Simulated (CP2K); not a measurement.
**C3H11NSi (SMILES CCCN[SiH3]): GFN1-xTB**

What is the energy difference between two shapes of C3H11NSi at GFN1-xTB? 

The calculation is run with CP2K 2026.2.

1 further run of the same task is left out (set aside as unsound or not needed).

### Step 1. The system as given

The species is C3H11NSi (16 atoms), meant as a singlet with charge 0. As SMILES, `CCCN[SiH3]`. Geometry: relaxed at GFN2-xTB. This is one conformer, not always the lowest.

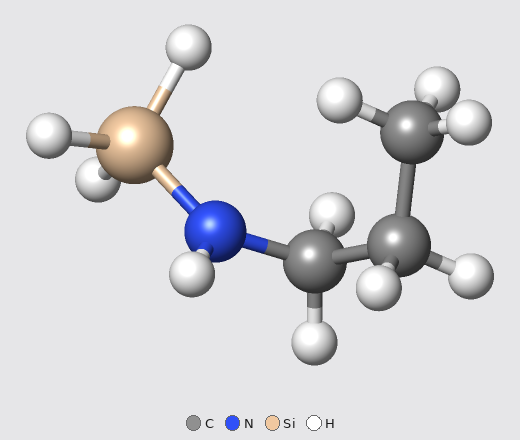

Viewed from a chosen angle; carbon grey, nitrogen blue, silicon light orange, hydrogen white.

### Step 2. Energy and gradient at GFN1-xTB

molecule.xyz reads:

```xyz
16

C      0.500630     1.796500    -0.408200
C      1.446820     0.637580    -0.124620
C      0.742250    -0.715630    -0.265800
N     -0.304480    -0.885610     0.707500
Si    -1.940420    -1.250590     0.369450
H     -0.364340     1.739680     0.247820
H      1.000250     2.749130    -0.247500
H      0.152840     1.757950    -1.438000
H      1.840160     0.726420     0.891260
H      2.291800     0.668770    -0.815410
H      0.294070    -0.789650    -1.258260
H      1.487480    -1.519570    -0.173150
H      0.042920    -0.891410     1.652220
H     -2.111420    -2.574230    -0.250700
H     -2.478190    -0.248950    -0.558800
H     -2.600350    -1.200390     1.672170
```

mol.inp reads:

```
&FORCE_EVAL
 METHOD Quickstep
 &DFT
  CHARGE 0
  MULTIPLICITY 1
  &QS
   METHOD XTB
   EPS_DEFAULT 1.0E-10
   &XTB
    GFN_TYPE TBLITE
    &TBLITE
     METHOD GFN1
    &END
    CHECK_ATOMIC_CHARGES F
   &END
  &END
  &POISSON
   PERIODIC NONE
   POISSON_SOLVER ANALYTIC
  &END
  &SCF
   SCF_GUESS ATOMIC
   EPS_SCF 1.0E-07
   MAX_SCF 150
   ADDED_MOS 4
   &DIAGONALIZATION
    ALGORITHM STANDARD
   &END
   &MIXING
    METHOD DIRECT_P_MIXING
    ALPHA 0.4
   &END
  &END
  &PRINT
   &MOMENTS
    PERIODIC F
    REFERENCE COM
    MAX_MOMENT 1
   &END
   &MO ON
    ENERGIES T
    OCCUPATION_NUMBERS T
    NDIGITS 6
    &EACH
     QS_SCF 0
    &END
    ADD_LAST NUMERIC
   &END
   &HIRSHFELD OFF
   &END
  &END
 &END
 &SUBSYS
  &CELL
   ABC [angstrom] 14.9 15.3 13.1
   PERIODIC NONE
  &END
  &TOPOLOGY
   COORD_FILE_NAME molecule.xyz
   COORD_FILE_FORMAT XYZ
   &CENTER_COORDINATES
   &END
  &END
 &END
 &PRINT
  &FORCES ON
  &END
 &END
&END

&GLOBAL
 PROJECT_NAME mol
 RUN_TYPE ENERGY_FORCE
 PRINT_LEVEL MEDIUM
&END
```

Run with:

```console
OMP_NUM_THREADS=1 cp2k.psmp -i mol.inp > mol.out 2>&1
```

What it wrote, cut to the lines that bear on the results:

```text
CP2K| version string:                                       CP2K version 2026.2
[...]
 GLOBAL| Method name                                                        CP2K
[...]
 GLOBAL| Run type                                                   ENERGY_FORCE
[...]
                             - Atoms:                                         16
[...]
                             - Spherical basis functions:                     47
[...]
 Number of electrons:                                                         32
[...]
  *** SCF run converged in    14 steps ***
[...]
  Fermi energy:                                                -0.21652851708409
[...]
 TB_DIPOLE| Moment [Debye]          1.14556878       0.22410759       0.18385859
 TB_DIPOLE| Derivative [a.u.]       0.00000000       0.00000000       0.00000000
[...]
 ENERGY| Total FORCE_EVAL ( QS ) energy [hartree]            -17.376944608728103
 FORCES| Atomic forces [hartree/bohr]
 FORCES|   Atom     x               y               z               |f|
 FORCES|      1  1.65358653E-04  5.26075903E-04 -8.43020335E-04   1.00736420E-03
 FORCES|      2 -3.10254829E-04 -9.02897058E-04  2.31498803E-03   2.50412674E-03
 FORCES|      3  1.50281802E-02  5.17727353E-04 -9.25903544E-03   1.76591047E-02
 FORCES|      4 -1.52807267E-02 -4.10404108E-03  9.25305868E-03   1.83292896E-02
 FORCES|      5 -9.58939536E-03 -1.13959038E-03 -2.75895239E-03   1.00432558E-02
 FORCES|      6 -2.05433690E-03  4.39284987E-04  1.83086436E-03   2.78663519E-03
 FORCES|      7  8.57497501E-04  1.33915972E-03  5.38035805E-04   1.67872966E-03
 FORCES|      8 -8.41188816E-04  1.58860032E-05 -2.37110509E-03   2.51594721E-03
 FORCES|      9  7.47895878E-04  2.60779866E-04  1.39600552E-03   1.60505009E-03
 FORCES|     10  1.08126161E-03 -1.59972154E-04 -1.18626615E-03   1.61305460E-03
 FORCES|     11  8.81188007E-06 -3.90359236E-04 -4.57123716E-03   4.58788264E-03
 FORCES|     12 -3.30352558E-04  7.13584191E-04  3.95547886E-04   8.80223461E-04
 FORCES|     13  6.66475117E-03  1.70344027E-03  3.49460503E-03   7.71575539E-03
[...]
```

Run time: 0.24 s. Hardware: 1 thread of Arm Neoverse V2, shared host.

### Step 3. The distorted shape, same level

molecule.xyz reads:

```xyz
16

C      0.408306     1.824587    -0.345779
C      1.358648     0.733024    -0.164006
C      0.874644    -0.821440    -0.303321
N     -0.215845    -0.747805     0.777134
Si    -1.929026    -1.316045     0.314218
H     -0.443727     1.645699     0.326275
H      0.926542     2.708909    -0.344789
H      0.237670     1.630767    -1.499681
H      1.910050     0.704703     0.833887
H      2.363028     0.716409    -0.890400
H      0.269405    -0.869859    -1.199990
H      1.696653    -1.493381    -0.249300
H      0.128926    -0.874953     1.682199
H     -2.106667    -2.543815    -0.242424
H     -2.542573    -0.217727    -0.595668
H     -2.611125    -1.264155     1.653539
```

gas.inp reads:

```
&GLOBAL
   PROJECT_NAME gas
   RUN_TYPE ENERGY_FORCE
   PRINT_LEVEL MEDIUM
&END GLOBAL

&FORCE_EVAL
   METHOD QS
   &DFT
      &QS
         METHOD XTB
         EPS_DEFAULT 1.0E-10
         &XTB
            GFN_TYPE TBLITE
            &TBLITE
               METHOD GFN1
            &END TBLITE
            CHECK_ATOMIC_CHARGES F
         &END XTB
      &END QS
      &POISSON
         PERIODIC NONE
         POISSON_SOLVER ANALYTIC
      &END POISSON
      &SCF
         SCF_GUESS ATOMIC
         EPS_SCF 1.0E-07
         MAX_SCF 150
         ADDED_MOS 4
         &DIAGONALIZATION
            ALGORITHM STANDARD
         &END DIAGONALIZATION
         &MIXING
            METHOD DIRECT_P_MIXING
            ALPHA 0.4
         &END MIXING
      &END SCF
      &PRINT
         &MOMENTS
            PERIODIC F
            REFERENCE COM
            MAX_MOMENT 1
         &END MOMENTS
         &MO ON
            ENERGIES T
            OCCUPATION_NUMBERS T
            NDIGITS 6
            &EACH
               QS_SCF 0
            &END EACH
            ADD_LAST NUMERIC
         &END MO
         &HIRSHFELD OFF
         &END HIRSHFELD
      &END PRINT
   &END DFT
   ! structure
   &SUBSYS
      &CELL
         ABC 15 15.3 13.2
         PERIODIC NONE
      &END CELL
      &TOPOLOGY
         COORD_FILE_NAME molecule.xyz
         COORD_FILE_FORMAT XYZ
         &CENTER_COORDINATES
         &END CENTER_COORDINATES
      &END TOPOLOGY
   &END SUBSYS
   ! extra output
   &PRINT
      &FORCES ON
      &END FORCES
   &END PRINT
&END FORCE_EVAL
```

Run with:

```console
OMP_NUM_THREADS=1 cp2k.psmp gas.inp > gas.out
```

What it wrote, cut to the lines that bear on the results:

```text
CP2K| version string:                                       CP2K version 2026.2
[...]
 GLOBAL| Method name                                                        CP2K
[...]
 GLOBAL| Run type                                                   ENERGY_FORCE
[...]
                             - Atoms:                                         16
[...]
                             - Spherical basis functions:                     47
[...]
 Number of electrons:                                                         32
[...]
  *** SCF run converged in    14 steps ***
[...]
  Fermi energy:                                                -0.23753704006285
[...]
 TB_DIPOLE| Moment [Debye]          0.66580108      -0.35497764      -0.09223885
 TB_DIPOLE| Derivative [a.u.]       0.00000000       0.00000000       0.00000000
[...]
 ENERGY| Total FORCE_EVAL ( QS ) energy [hartree]            -17.301917038316059
 FORCES| Atomic forces [hartree/bohr]
 FORCES|   Atom     x               y               z               |f|
 FORCES|      1 -2.68466806E-02 -5.18753112E-02 -6.71551304E-02   8.90033916E-02
 FORCES|      2  1.18933193E-01 -8.37445238E-02  3.88567043E-03   1.45510646E-01
 FORCES|      3 -4.95466271E-02  8.99134766E-02  2.49278322E-02   1.05644206E-01
 FORCES|      4 -4.17566547E-02 -4.71808065E-02 -5.30842103E-02   8.23867714E-02
 FORCES|      5  2.35528997E-02  7.10916544E-02  3.28060352E-02   8.17618392E-02
 FORCES|      6  2.97675407E-03  1.30727274E-02 -1.15114326E-02   1.76711728E-02
 FORCES|      7  1.42912513E-02  4.67047864E-02  1.39984980E-02   5.08088072E-02
 FORCES|      8 -2.06351207E-02  1.67194444E-02  3.86019201E-02   4.68556962E-02
 FORCES|      9 -1.80470628E-02  7.59842911E-03 -1.21490211E-02   2.30441167E-02
 FORCES|     10 -4.94845939E-02  1.41609675E-02  2.26896075E-02   5.62501228E-02
 FORCES|     11  7.25478635E-03 -8.87519497E-03 -1.38360217E-02   1.79676517E-02
 FORCES|     12  4.54427959E-03 -1.24215251E-02  8.65028814E-03   1.58041845E-02
 FORCES|     13  1.55295788E-02 -1.31133621E-03  2.86334201E-02   3.26000026E-02
[...]
```

It took 0.24 s on 1 thread of Arm Neoverse V2, shared host.

### Step 4. Outcome

Level: GFN1-xTB.

```
                                                  quantity         value
                                 first shape: total energy  -17.37694 Eh
    first shape: dipole moment (from atomic charges alone)        1.18 D
                                  first shape: HOMO energy     -10.98 eV
                                  first shape: LUMO energy      -5.01 eV
                                first shape: HOMO–LUMO gap       5.97 eV
                     first shape: largest force on an atom    0.943 eV/Å
                             distorted shape: total energy  -17.30192 Eh
distorted shape: dipole moment (from atomic charges alone)        0.76 D
                              distorted shape: HOMO energy     -10.75 eV
                              distorted shape: LUMO energy      -5.59 eV
                            distorted shape: HOMO–LUMO gap       5.16 eV
                 distorted shape: largest force on an atom    7.482 eV/Å
                    energy change with the atoms displaced      2.042 eV
```

What this shows: With the atoms displaced the energy rises by 2.04 eV (47 kcal/mol). The first shape isn't relaxed at this level, so the change isn't measured from a minimum. The largest force (first shape) is 0.94 eV/Å: the shape isn't a stationary point for this species at this level. The dipole (first shape) comes from point charges on the atoms alone, without atomic dipoles, so it is partial. The dipole (distorted shape) comes from point charges on the atoms alone, without atomic dipoles, so it is partial.
